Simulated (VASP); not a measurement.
# Geometry relaxation, with input and output: GeH2S (part 2 of 2)

GeH2S (4 atoms in the cell); Kohn-Sham DFT of a periodic cell, r2SCAN, VASP PAW PBE potentials, recommended, no spin polarisation (VASP 6.6.1); cutoff 520 eV, 1×1×1 k-mesh, Gaussian smearing of 0.01 eV. 

Geometry of the input (Å; fractional positions):
```
11.0000  0.0000  0.0000
0.0000  12.0000  0.0000
0.0000  0.0000  11.0000
S  0.4637  0.3948  0.5265
Ge 0.4275  0.5564  0.4342
H  0.5749  0.4147  0.5719
H  0.5550  0.6087  0.4728
```

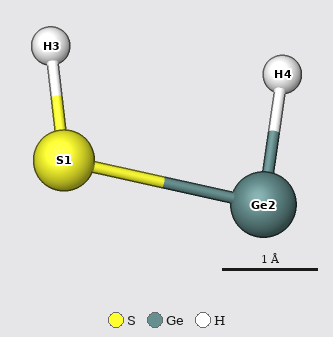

The geometry at step 2 of the log (ball-and-stick view of the molecule without its box, seen at a tilt; atoms are numbered from 1 in the order of the input).

## Parts of OUTCAR, continued
```
   k-points           NKPTS =      1   k-points in BZ     NKDIM =      1   number of bands    NBANDS=     15
   number of dos      NEDOS =    301   number of ions     NIONS =      4
   total plane-waves  NPLWV = 635040
   dimension x,y,z NGX =    84 NGY =   90 NGZ =   84
   dimension x,y,z NGXF=   168 NGYF=  180 NGZF=  168
   ions per type =               1   1   2
   NGX,Y,Z   is equivalent  to a cutoff of  12.70, 12.47, 12.70 a.u.
   NGXF,Y,Z  is equivalent  to a cutoff of  25.39, 24.94, 25.39 a.u.
 SYSTEM =  GeH2S
   PREC   = accura    normal or accurate (medium, high low for compatibility)
   ISTART =      0    job   : 0-new  1-cont  2-samecut
   ICHARG =      2    charge: 1-file 2-atom 10-const
   ISPIN  =      1    spin polarized calculation?
   LNONCOLLINEAR =      F non collinear calculations
   LSORBIT =      F    spin-orbit coupling
   LASPH  =      T    aspherical Exc in radial PAW
   ENCUT  =  520.0 eV  38.22 Ry    6.18 a.u.  20.45 22.31 20.45*2*pi/ulx,y,z
   NELM   =     60;   NELMIN=  2; NELMDL= -5     # of ELM steps
   EDIFF  = 0.1E-06   stopping-criterion for ELM
   LREAL  =      F    real-space projection
   EDIFFG = -.2E-01   stopping-criterion for IOM
   NSW    =     40    number of steps for IOM
   IBRION =      2    ionic relax: 0-MD 1-quasi-New 2-CG
   NFREE  =      1    steps in history (QN), initial steepest desc. (CG)
   ISIF   =      2    stress and relaxation
   ISYM   =      2    0-nonsym 1-usesym 2-fastsym
   POTIM  = 0.5000    time-step for ionic-motion
   TEBEG  =    0.0;   TEEND  =   0.0 temperature during run
   PSTRESS=    0.0 pullay stress
   NELECT =      22.0000    total number of electrons
   NUPDOWN=      -1.0000    fix difference up-down
   EMIN   =  10.00;   EMAX   =-10.00  energy-range for DOS
   EFERMI =   0.00;   METHOD = LEGACY
   ISMEAR =     0;   SIGMA  =   0.01  broadening in eV -4-tet -1-fermi 0-gaus
   EFERMI_NEDOS =   21; number of points for ismear=-14 and -15
   IALGO  =     38    algorithm
   IMIX   =      4    mixing-type and parameters
     AMIX     =   0.40;   BMIX     =  1.00
     AMIX_MAG =   1.60;   BMIX_MAG =  1.00
  volume/ion in A,a.u.               =     363.00      2449.64
  Fermi-wavevector in a.u.,A,eV,Ry     =   0.405098  0.765524  2.232777  0.164104
  Thomas-Fermi vector in A             =   1.357169
   LORBIT       =      0    0 simple, 1 ext, 2 COOP (PROOUT), +10 PAW based schemes
   METAGGA = R2SCAN    functional components
   LHFCALC =     F    Hartree Fock is set to
   AEXX    =    0.0000 exact exchange contribution
   IVDW    =     0    specifies the selected vdW correction
   LEPSILON=     F    determine dielectric tensor
   LRPA    =     F    only Hartree local field effects (RPA)
 conjugate gradient relaxation of ions
 non-spin polarized calculation
 Gauss-broadening in eV      SIGMA  =   0.01
  energy-cutoff  :      520.00
  volume of cell :     1452.00
 maximum number of plane-waves:     19579
 NGX is ok and might be reduce to    84
   NGX = 41   NGY = 45   NGZ = 41

--------------------------------------- Ionic step        1  -------------------------------------------

 number of electron      22.0000010 magnetization

 Free energy of the ion-electron system (eV)
  ---------------------------------------------------
  ext. energy  EPLUGINS =         0.00000000
  ---------------------------------------------------
  free energy    TOTEN  =       -27.66063687 eV

  energy without entropy =      -27.66063687  energy(sigma->0) =      -27.66063687

------------------------ aborting loop because EDIFF is reached ----------------------------------------

  FORCE on cell =-STRESS in cart. coord.  units (eV):
  Direction    XX          YY          ZZ          XY          YZ          ZX
  --------------------------------------------------------------------------------------
  -------------------------------------------------------------------------------------
  Total       -0.1888824     -0.0951149     -0.0656469     -0.0656085     -0.0156038     -0.0449878
  in kB       -0.2084181     -0.1049525     -0.0724366     -0.0723943     -0.0172176     -0.0496408
  external PRESSURE =      -0.1286024 kB  Pullay stress =       0.0000000 kB

 VOLUME and BASIS-vectors are now :
 -----------------------------------------------------------------------------
  energy-cutoff  :      520.00
  volume of cell :     1452.00
      direct lattice vectors                 reciprocal lattice vectors
    11.000000000  0.000000000  0.000000000     0.090909091  0.000000000  0.000000000
     0.000000000 12.000000000  0.000000000     0.000000000  0.083333333  0.000000000
     0.000000000  0.000000000 11.000000000     0.000000000  0.000000000  0.090909091

 POSITION                                       TOTAL-FORCE (eV/Angst)
 -----------------------------------------------------------------------------------
      5.10095      4.73715      5.79190         0.053493      0.020638      0.017795
      4.70255      6.67685      4.77660         0.062286      0.024455      0.020996
      6.32345      4.97685      6.29140        -0.048056     -0.007934     -0.020907
      6.10545      7.30485      5.20080        -0.067723     -0.037159     -0.017883
 -----------------------------------------------------------------------------------
    total drift:                                0.004772     -0.012501      0.007398

  FREE ENERGIE OF THE ION-ELECTRON SYSTEM (eV)
  ---------------------------------------------------
  free  energy   TOTEN  =       -27.6606368653 eV

  energy  without entropy=      -27.6606368653  energy(sigma->0) =      -27.66063687

--------------------------------------- Ionic step        2  -------------------------------------------

 number of electron      22.0000012 magnetization

------------------------ aborting loop because EDIFF is reached ----------------------------------------

  FORCE on cell =-STRESS in cart. coord.  units (eV):
  Direction    XX          YY          ZZ          XY          YZ          ZX
  --------------------------------------------------------------------------------------
  -------------------------------------------------------------------------------------
  Total        0.0856724     -0.0715177     -0.0300520      0.0163813      0.0139452      0.0556117
  in kB        0.0945333     -0.0789146     -0.0331602      0.0180756      0.0153875      0.0613635
  external PRESSURE =      -0.0058471 kB  Pullay stress =       0.0000000 kB

 VOLUME and BASIS-vectors are now :
 -----------------------------------------------------------------------------
  energy-cutoff  :      520.00
  volume of cell :     1452.00
      direct lattice vectors                 reciprocal lattice vectors
    11.000000000  0.000000000  0.000000000     0.090909091  0.000000000  0.000000000
     0.000000000 12.000000000  0.000000000     0.000000000  0.083333333  0.000000000
     0.000000000  0.000000000 11.000000000     0.000000000  0.000000000  0.090909091

 POSITION                                       TOTAL-FORCE (eV/Angst)
 -----------------------------------------------------------------------------------
      5.10353      4.73815      5.79276        -0.075641     -0.004242     -0.034888
      4.70555      6.67803      4.77761        -0.021810     -0.012663     -0.005159
      6.32113      4.97647      6.29039         0.081866      0.019336      0.031595
      6.10218      7.30306      5.19994         0.015584     -0.002432      0.008452
 -----------------------------------------------------------------------------------
    total drift:                                0.003599     -0.013632      0.006839

  FREE ENERGIE OF THE ION-ELECTRON SYSTEM (eV)
  ---------------------------------------------------
  free  energy   TOTEN  =       -27.6607723195 eV

  energy  without entropy=      -27.6607723195  energy(sigma->0) =      -27.66077232

--------------------------------------- Ionic step        3  -------------------------------------------

 number of electron      22.0000011 magnetization

------------------------ aborting loop because EDIFF is reached ----------------------------------------

  FORCE on cell =-STRESS in cart. coord.  units (eV):
  Direction    XX          YY          ZZ          XY          YZ          ZX
  --------------------------------------------------------------------------------------
  -------------------------------------------------------------------------------------
  Total       -0.0255260     -0.0808591     -0.0443524     -0.0169337      0.0019404      0.0147391
  in kB       -0.0281661     -0.0892221     -0.0489396     -0.0186851      0.0021411      0.0162635
  external PRESSURE =      -0.0554426 kB  Pullay stress =       0.0000000 kB

 VOLUME and BASIS-vectors are now :
 -----------------------------------------------------------------------------
  energy-cutoff  :      520.00
  volume of cell :     1452.00
      direct lattice vectors                 reciprocal lattice vectors
    11.000000000  0.000000000  0.000000000     0.090909091  0.000000000  0.000000000
     0.000000000 12.000000000  0.000000000     0.000000000  0.083333333  0.000000000
     0.000000000  0.000000000 11.000000000     0.000000000  0.000000000  0.090909091

 POSITION                                       TOTAL-FORCE (eV/Angst)
 -----------------------------------------------------------------------------------
      5.10249      4.73774      5.79241        -0.023096      0.005865     -0.013440
      4.70434      6.67755      4.77720         0.012439      0.002449      0.005466
      6.32207      4.97662      6.29080         0.028994      0.008259      0.010235
      6.10350      7.30378      5.20029        -0.018337     -0.016573     -0.002262
 -----------------------------------------------------------------------------------
    total drift:                                0.004093     -0.013155      0.007049

  FREE ENERGIE OF THE ION-ELECTRON SYSTEM (eV)
  ---------------------------------------------------
  free  energy   TOTEN  =       -27.6608918497 eV

  energy  without entropy=      -27.6608918497  energy(sigma->0) =      -27.66089185

--------------------------------------- Ionic step        4  -------------------------------------------

 number of electron      22.0000012 magnetization

------------------------ aborting loop because EDIFF is reached ----------------------------------------

  FORCE on cell =-STRESS in cart. coord.  units (eV):
  Direction    XX          YY          ZZ          XY          YZ          ZX
  --------------------------------------------------------------------------------------
  -------------------------------------------------------------------------------------
  Total       -0.0313697     -0.0603945     -0.0429335     -0.0154265     -0.0061913      0.0114508
  in kB       -0.0346142     -0.0666410     -0.0473740     -0.0170220     -0.0068317      0.0126351
  external PRESSURE =      -0.0495430 kB  Pullay stress =       0.0000000 kB

 VOLUME and BASIS-vectors are now :
 -----------------------------------------------------------------------------
  energy-cutoff  :      520.00
  volume of cell :     1452.00
      direct lattice vectors                 reciprocal lattice vectors
    11.000000000  0.000000000  0.000000000     0.090909091  0.000000000  0.000000000
     0.000000000 12.000000000  0.000000000     0.000000000  0.083333333  0.000000000
     0.000000000  0.000000000 11.000000000     0.000000000  0.000000000  0.090909091

 POSITION                                       TOTAL-FORCE (eV/Angst)
 -----------------------------------------------------------------------------------
      5.10183      4.73815      5.79194         0.021988      0.008413      0.007598
      4.70532      6.67783      4.77759        -0.022331     -0.002222     -0.009691
      6.32302      4.97693      6.29111        -0.011869     -0.002063     -0.005442
      6.10222      7.30279      5.20006         0.012213     -0.004128      0.007535
 -----------------------------------------------------------------------------------
    total drift:                                0.003958     -0.013543      0.006851

  FREE ENERGIE OF THE ION-ELECTRON SYSTEM (eV)
  ---------------------------------------------------
  free  energy   TOTEN  =       -27.6609166875 eV

  energy  without entropy=      -27.6609166875  energy(sigma->0) =      -27.66091669

--------------------------------------- Ionic step        5  -------------------------------------------

 number of electron      22.0000012 magnetization

 Free energy of the ion-electron system (eV)
  ---------------------------------------------------
  ext. energy  EPLUGINS =         0.00000000
  ---------------------------------------------------
  free energy    TOTEN  =       -27.66092823 eV

  energy without entropy =      -27.66092823  energy(sigma->0) =      -27.66092823

 E-fermi :  -5.9868     XC(G=0):  -0.5955     alpha+bet : -0.3414

 val. band max:       -6.0949936363   @ k =   0.0000   0.0000   0.0000
 cond. band min:      -2.9788679875   @ k =   0.0000   0.0000   0.0000
 fundamental gap:      3.1161256488
 Fermi energy:        -5.9868268092

 k-point     1 :       0.0000    0.0000    0.0000
  band No.  band energies     occupation
      1     -29.5924      2.00000
      2     -29.5377      2.00000
      3     -29.4269      2.00000
      4     -29.3452      2.00000
      5     -29.2758      2.00000
      6     -18.8136      2.00000
      7     -12.9352      2.00000
      8     -10.2975      2.00000
      9      -7.4201      2.00000
     10      -6.9224      2.00000
     11      -6.0950      2.00000
     12      -2.9789      0.00000
     13      -0.4973      0.00000
     14      -0.0165      0.00000
     15       0.4052      0.00000

------------------------ aborting loop because EDIFF is reached ----------------------------------------

  FORCE on cell =-STRESS in cart. coord.  units (eV):
  Direction    XX          YY          ZZ          XY          YZ          ZX
  --------------------------------------------------------------------------------------
  -------------------------------------------------------------------------------------
  Total       -0.0293782     -0.0678128     -0.0435069     -0.0160328     -0.0033105      0.0126256
  in kB       -0.0324167     -0.0748266     -0.0480067     -0.0176911     -0.0036529      0.0139314
  external PRESSURE =      -0.0517500 kB  Pullay stress =       0.0000000 kB

 VOLUME and BASIS-vectors are now :
 -----------------------------------------------------------------------------
  energy-cutoff  :      520.00
  volume of cell :     1452.00
      direct lattice vectors                 reciprocal lattice vectors
    11.000000000  0.000000000  0.000000000     0.090909091  0.000000000  0.000000000
     0.000000000 12.000000000  0.000000000     0.000000000  0.083333333  0.000000000
     0.000000000  0.000000000 11.000000000     0.000000000  0.000000000  0.090909091

 POSITION                                       TOTAL-FORCE (eV/Angst)
 -----------------------------------------------------------------------------------
      5.10207      4.73800      5.79211         0.005955      0.007515      0.000133
      4.70497      6.67773      4.77745        -0.009894     -0.000538     -0.004284
      6.32268      4.97682      6.29100         0.002687      0.001615      0.000131
      6.10268      7.30314      5.20014         0.001252     -0.008592      0.004021
 -----------------------------------------------------------------------------------
    total drift:                                0.004045     -0.013420      0.006955

  FREE ENERGIE OF THE ION-ELECTRON SYSTEM (eV)
  ---------------------------------------------------
  free  energy   TOTEN  =       -27.6609282301 eV

  energy  without entropy=      -27.6609282301  energy(sigma->0) =      -27.66092823

 reached required accuracy - stopping structural energy minimisation
```

## CONTCAR
```
GeH2S
   1.00000000000000
    11.0000000000000000    0.0000000000000000    0.0000000000000000
     0.0000000000000000   12.0000000000000000    0.0000000000000000
     0.0000000000000000    0.0000000000000000   11.0000000000000000
  S               Ge              H
     1     1     2
Direct
     0.4638244318669152    0.3948335610470781    0.5265552765756021
     0.4277248747892962    0.5564776823176596    0.4343139279176841
     0.5747890877268568    0.4147351524142124    0.5719088307639638
     0.5547888856169336    0.6085952742210469    0.4727401347427521

  0.00000000E+00  0.00000000E+00  0.00000000E+00
  0.00000000E+00  0.00000000E+00  0.00000000E+00
  0.00000000E+00  0.00000000E+00  0.00000000E+00
  0.00000000E+00  0.00000000E+00  0.00000000E+00
```

## Trajectory as extended XYZ (Å, eV, eV/Å), 5 frames, from step=0 to step=4
```
4
Lattice="11.0000 0.0000 0.0000 0.0000 12.0000 0.0000 0.0000 0.0000 11.0000" Properties=species:S:1:pos:R:3:forces:R:3 step=0 energy=-27.66064
S     5.1010    4.7371    5.7919    0.0535   0.0206   0.0178
Ge    4.7025    6.6768    4.7766    0.0623   0.0245   0.0210
H     6.3235    4.9768    6.2914   -0.0481  -0.0079  -0.0209
H     6.1055    7.3049    5.2008   -0.0677  -0.0372  -0.0179
4
Lattice="11.0000 0.0000 0.0000 0.0000 12.0000 0.0000 0.0000 0.0000 11.0000" Properties=species:S:1:pos:R:3:forces:R:3 step=1 energy=-27.66077
S     5.1035    4.7381    5.7928   -0.0756  -0.0042  -0.0349
Ge    4.7056    6.6780    4.7776   -0.0218  -0.0127  -0.0052
H     6.3211    4.9765    6.2904    0.0819   0.0193   0.0316
H     6.1022    7.3031    5.1999    0.0156  -0.0024   0.0085
4
Lattice="11.0000 0.0000 0.0000 0.0000 12.0000 0.0000 0.0000 0.0000 11.0000" Properties=species:S:1:pos:R:3:forces:R:3 step=2 energy=-27.66089
S     5.1025    4.7377    5.7924   -0.0231   0.0059  -0.0134
Ge    4.7043    6.6776    4.7772    0.0124   0.0024   0.0055
H     6.3221    4.9766    6.2908    0.0290   0.0083   0.0102
H     6.1035    7.3038    5.2003   -0.0183  -0.0166  -0.0023
4
Lattice="11.0000 0.0000 0.0000 0.0000 12.0000 0.0000 0.0000 0.0000 11.0000" Properties=species:S:1:pos:R:3:forces:R:3 step=3 energy=-27.66092
S     5.1018    4.7381    5.7919    0.0220   0.0084   0.0076
Ge    4.7053    6.6778    4.7776   -0.0223  -0.0022  -0.0097
H     6.3230    4.9769    6.2911   -0.0119  -0.0021  -0.0054
H     6.1022    7.3028    5.2001    0.0122  -0.0041   0.0075
4
Lattice="11.0000 0.0000 0.0000 0.0000 12.0000 0.0000 0.0000 0.0000 11.0000" Properties=species:S:1:pos:R:3:forces:R:3 step=4 energy=-27.66093
S     5.1021    4.7380    5.7921    0.0060   0.0075   0.0001
Ge    4.7050    6.6777    4.7775   -0.0099  -0.0005  -0.0043
H     6.3227    4.9768    6.2910    0.0027   0.0016   0.0001
H     6.1027    7.3031    5.2001    0.0013  -0.0086   0.0040
```

## Summary

| quantity | value |
| --- | --- |
| outcome | converged |
| electrons treated | 22 |
| free energy | −27.6609 eV |
| Fermi energy | −5.987 eV |
| gap on the k-point mesh | 3.12 eV |
| final volume | 1452.00 Å³ |
| largest force (length of the vector) at the end | 0.011 eV/Å |
| wall time | 18 min |
| peak memory | 1.5 GiB |
